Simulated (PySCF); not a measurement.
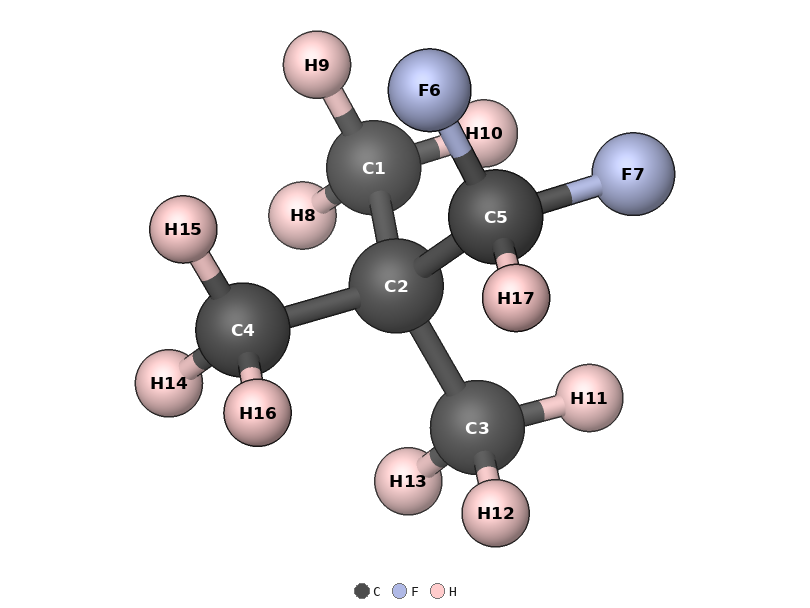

The geometry was computed by an optimisation with PBE0-D3(BJ)/def2-SVP. No frequency run is at hand to confirm it as a minimum. Method: delta-SCF UKS SCAN, pcX-2 on the ionised atom, pcseg-1 elsewhere, spin-free X2C (PySCF 2.14.0).

Give the core-electron binding energies (to vacuum) of C1 1s, C2 1s, C5 1s, F6 1s.

```csv
atom,level,binding energy (eV)
C1,1s,290.6
C2,1s,291.1
C5,1s,295.2
F6,1s,693.0
```
